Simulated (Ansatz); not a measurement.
Profile along the Cu–Cu line in Cu (fcc, Cu type)

Cu (fcc, Cu type), conventional cell a = 3.6297 Å, b = 3.6297 Å, c = 3.6297 Å, α = 90.00°, β = 90.00°, γ = 90.00°. The calculation uses the primitive cell of 1 atom, to which meshes and values per cell refer.

Fields along a shortest Cu–Cu line of a {100} plane (2.57 Å), from Cu to Cu, interpolated on the slice's grid (step about 0.1 Å). Method: PBE (plane waves to 420 eV, PAW, scalar-relativistic; Ansatz, an electronic-structure program). k mesh 22×22×22. Near the nuclei the fields are pseudised (PAW); where an atom keeps semicore shells as valence, they peak there. Cu is run without spin polarisation. Cu was relaxed with its symmetry unable to fall.

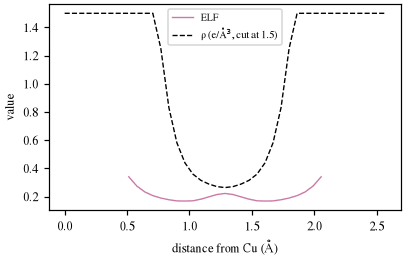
Figure: ELF (away from the nuclei) and valence density from Cu to Cu.

Density on the Cu–Cu line (2.57 Å) at its midpoint: 0.26 e/Å³. ELF at that point: 0.22.
